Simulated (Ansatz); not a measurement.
**FH₅OSi₂: density, localisation and related maps**

Input file:

```
crystal:
  periodic: [false, false, false]
  atoms:
    - { symbol: Si, position_ang: [0.0, 0.0, 0.0] }
    - { symbol: Si, position_ang: [0.0, 0.0, 2.22] }
    - { symbol: H, position_ang: [-1.3148, -0.4067, 2.7074] }
    - { symbol: H, position_ang: [1.0096, -0.9353, 2.7074] }
    - { symbol: H, position_ang: [0.3052, 1.342, 2.7074] }
    - { symbol: H, position_ang: [1.3768, 0.0, -0.4862] }
    - { symbol: O, position_ang: [-0.7913, 1.3709, -0.5594] }
    - { symbol: H, position_ang: [-1.7491, 1.1401, -0.7818] }
    - { symbol: F, position_ang: [-0.7489, -1.2974, -0.5295] }
basis:
  gaussian: { orbitals: def2-SVP }
hamiltonian:
  xc: b3lyp
  dispersion: d4
relax:
  f_tol: 0.02
  max_steps: 40
output:
  orbitals: {}
```

Launched as:

```sh
ansatz run input.yaml --threads 2 --pin off --max-ram 3072MiB --backend cpu --events-out ev --progress --plain --runs-dir out
```

The fields are those of the relaxed geometry.

Theory: Ansatz, RKS B3LYP-D4/def2-SVP.

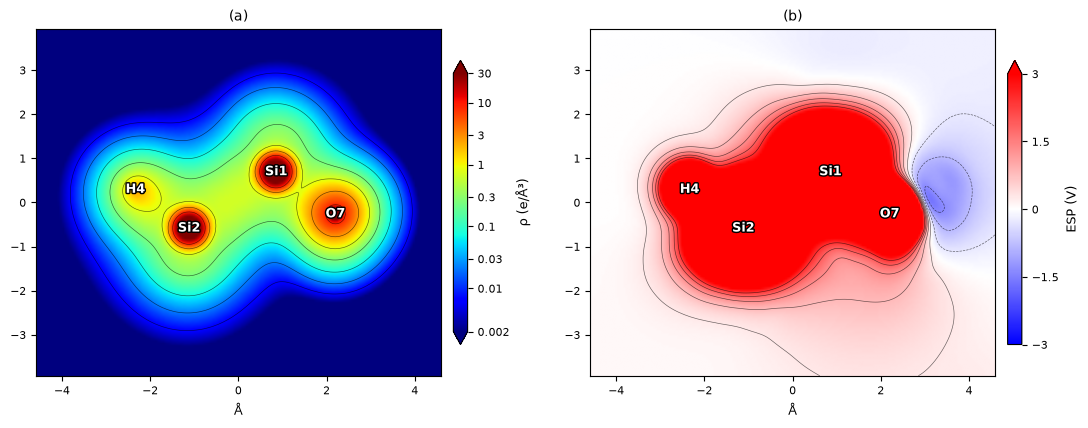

Figure 1. (a) electron density; (b) molecular electrostatic potential on the plane of atoms Si1, Si2 and H4.

What do the fields say about this system?

- The plane passes through Si, H and O nuclei.
- Si–O (1.66 Å): the density is about 1.1 e/Å³ at the midpoint.
- Si–Si (2.35 Å): ρ is about 0.67 e/Å³ halfway.
- Si–H (1.49 Å): ρ at the midpoint is about 0.76 e/Å³.
- Outside the dense part of the molecule the potential is most negative (−1.5 V) near O7.

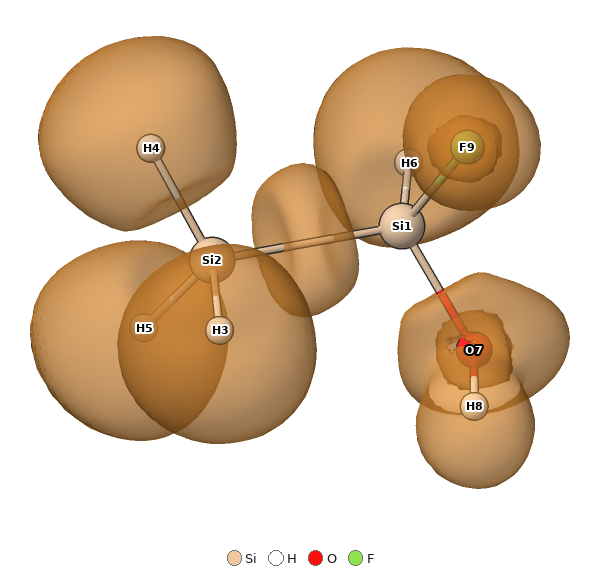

Figure 2. Isosurface of the ELF at 0.75 (orange), seen at a tilt. Core shells and regions of very low density are left out.

Identify the bonds, lone pairs and shells in this picture.

The surface consists of one region between bonded Si–Si atoms (shared pairs), four regions around hydrogen nuclei, one region wrapped around F (its lone pairs, merged into a ring or cap) and one joined region spread over several atoms (H, O), in which their bonds and any lone pairs are merged. Profiles from the grid: Si–F (1.63 Å): the ELF peaks at about 0.85 in the valence shell of F, 0.6 Å from its nucleus, and is about 0.45 at the midpoint. Si–O (1.66 Å): the ELF peaks at about 0.90 between the atoms: a shared but strongly polarised pair.

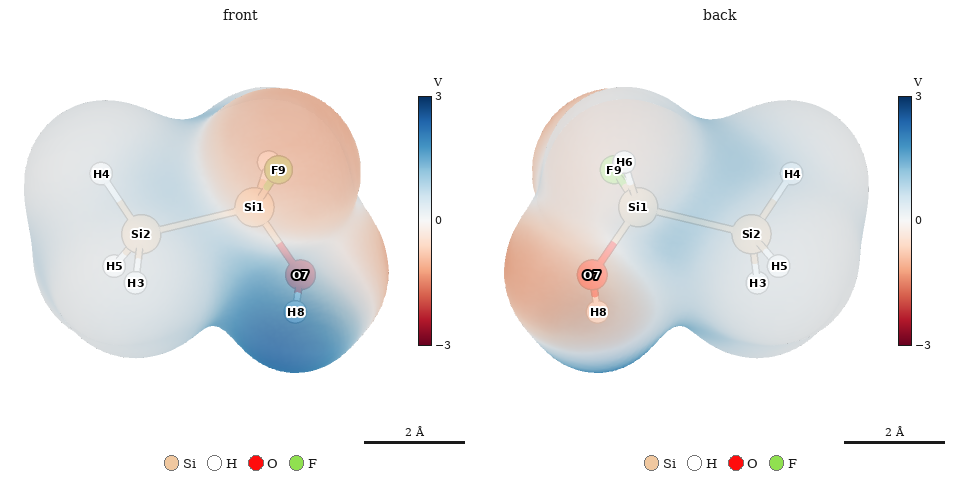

Figure 3. The molecular electrostatic potential painted on the density surface at 0.001 e/bohr³, seen from the front and from behind; red is negative and blue positive.

Which sites attract a positive test charge, and which a negative one?

A positive charge is drawn to the negative regions and a negative charge to the positive ones. The most negative region (about −1.1 V) lies over O7, the most positive (about +2.2 V) over H8. O7 is the likeliest acceptor of a hydrogen bond.
